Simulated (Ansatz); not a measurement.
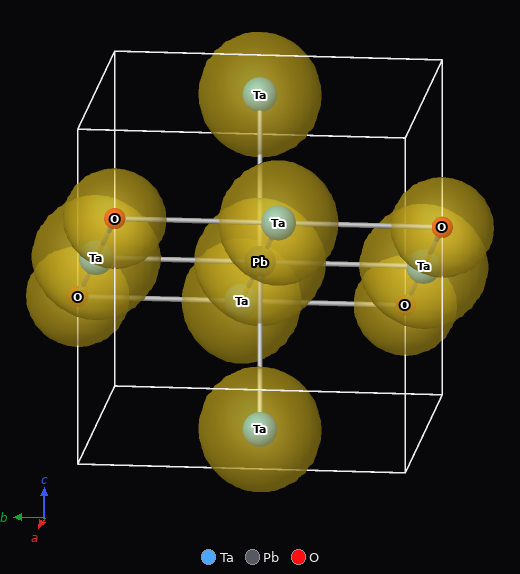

Figure. Ta₃PbO. Isosurface of the valence charge density (pseudo) at 0.8 e/Å³ (yellow), seen at an oblique angle. Sticks mark near contacts.

Space group P4/mmm; a structure generated by program, which may or may not match a known phase; spin-polarised.

Level of theory: DFT PBE, scalar-relativistic, plane waves, PAW (Ansatz 0.2.0).

Core electrons are frozen (PAW), and the valence fields are smoothed inside the atomic spheres.

The calculation's input:

```
crystal:
  lattice:
    - [5.072030476, 0.0, 0.0]
    - [0.0, 5.072030476, 0.0]
    - [0.0, 0.0, 5.3057962005]
  atoms:
    - { symbol: Ta, position: [0.0, 0.5, 0.5], spin: -0.13 }
    - { symbol: Ta, position: [0.5, 0.0, 0.5], spin: -0.13 }
    - { symbol: Ta, position: [0.5, 0.5, 0.0], spin: 0.92 }
    - { symbol: Pb, position: [0.5, 0.5, 0.5] }
    - { symbol: O, position: [0.0, 0.0, 0.5] }
basis:
  ecutwfc: 420
kpoints:
  mp_grid: { grid: [8, 8, 8] }
  band_path:
    path:
      - [[0.0, 0.0, 0.0], [0.0, 0.5, 0.0], [0.5, 0.5, 0.0], [0.0, 0.0, 0.0], [0.0, 0.0, 0.5], [0.0, 0.5, 0.5], [0.5, 0.5, 0.5], [0.0, 0.0, 0.5]]
      - [[0.0, 0.5, 0.0], [0.0, 0.5, 0.5]]
      - [[0.5, 0.5, 0.0], [0.5, 0.5, 0.5]]
    npoints: 14
hamiltonian:
  xc: pbe
scf:
  occupations: { method: gaussian, width: 0.1 }
  n_extra_bands: 12
output:
  forces: true
  stress: true
  eigenvalues: true
  populations: true
  dos: { projected: true, de: 0.02, nscf_kmesh: { grid: [10, 10, 10] } }
  bader: true
  write_density: true
  write_potential: true
  elf: true
  volumetric_format: npy
magnetization:
  spin_polarized: true
checkpoint:
  read: start.run
  write: ck
  compress: false
  write_wavefunctions: false
  write_every: 100000
```

Run with:

```sh
ansatz run input.yaml --threads 1 --pin off --max-ram 2560MiB --backend cpu --events-out ev --progress --plain --runs-dir out
```

Below, planes, directions and counts refer to the conventional cell (a = 5.07 Å, b = 5.07 Å, c = 5.31 Å, α = 90.00°, β = 90.00°, γ = 90.00°).

Q: What does this surface tell about the bonding?

A: At this value the density breaks into separate islands; it holds about 65 % of the electrons treated as valence (semicore included). It bridges none of the near contacts. It is pinched off along the shortest Ta–Pb (2.54 Å), Ta–O (2.54 Å) and Ta–Pb (2.65 Å) contacts. On the grid the lowest density along these lines, outside the cores, is 0.54 e/Å³ (Ta–Pb, 2.54 Å), 0.24 e/Å³ (Ta–O, 2.54 Å) and 0.42 e/Å³ (Ta–Pb, 2.65 Å).
